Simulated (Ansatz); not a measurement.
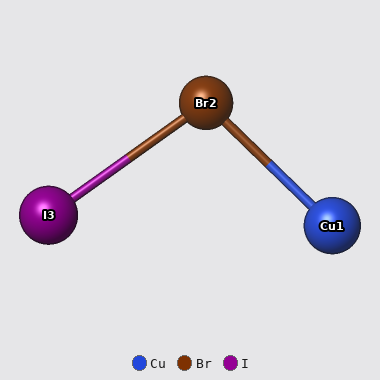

The system is Cu⁺ + BrI; the picture shows the reference structure. First axis: distance Cu1–Br2. Second axis: distance Br2–I3. Nothing is relaxed (the angle Cu1–Br2–I3 is fixed at 100 degrees). The scan uses a 9 × 9 grid. Energies are in kcal/mol, from Cu with charge +1 far from the relaxed BrI (each part in its own basis). The reference is spin-restricted, so regions where a bond is pulled apart into radicals lie too high. These are results of Ansatz 0.2.0, RKS PBE0-D4/def2-SVPD, not measurements.

Its coordinates:

```xyz
3

Cu   -2.2800    0.0000    0.0000
Br    0.0000    0.0000    0.0000
I     0.4374    2.4807    0.0000
```

Range: distance Cu1–Br2 from 2.016 to 3.616 Å; distance Br2–I3 from 2.072 to 3.672 Å.

Q: Predict the map.

A: The lowest grid point is at distance Cu1–Br2 = 2.280 Å, distance Br2–I3 = 2.519 Å, −38 kcal/mol from Cu with charge +1 far from the relaxed BrI (each part in its own basis). No other kind of well shows on this grid. The highest grid point, distance Cu1–Br2 = 3.616 Å, distance Br2–I3 = 2.072 Å, lies 76 kcal/mol above the lowest. Round the minimum the two coordinates are weakly coupled (coupling 0.06 in units of the two stiffnesses).

| distance Br2–I3 ↓, distance Cu1–Br2 → | 2.016 | 2.123 | 2.280 | 2.463 | 2.666 | 2.884 | 3.117 | 3.361 | 3.616 |
| --- | --- | --- | --- | --- | --- | --- | --- | --- | --- |
| 3.672 | 14 | 7 | 5 | 8 | 14 | 20 | 26 | 32 | 37 |
| 3.417 | 5 | −2 | −4 | −2 | 4 | 10 | 16 | 22 | 26 |
| 3.173 | −5 | −12 | −15 | −13 | −7 | −2 | 4 | 10 | 14 |
| 2.940 | −15 | −22 | −26 | −24 | −19 | −14 | −8 | −3 | 2 |
| 2.722 | −23 | −31 | −35 | −33 | −29 | −24 | −18 | −13 | −9 |
| 2.519 | −26 | −34 | −38 | −37 | −33 | −28 | −23 | −18 | −14 |
| 2.336 | −18 | −27 | −31 | −31 | −27 | −22 | −17 | −13 | −9 |
| 2.179 | 4 | −5 | −10 | −10 | −6 | −2 | 3 | 7 | 11 |
| 2.072 | 33 | 24 | 19 | 19 | 22 | 26 | 31 | 35 | 38 |

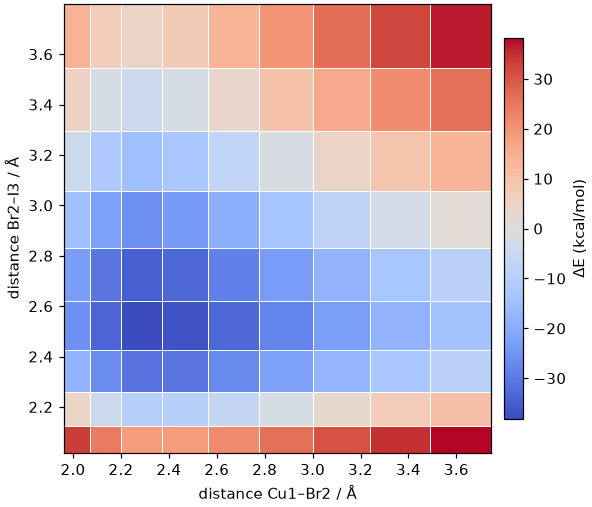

The picture shows one coloured cell a grid point.

The whole map (81 points run) took 13 min on 1 thread of Arm Neoverse V1 (shared host).
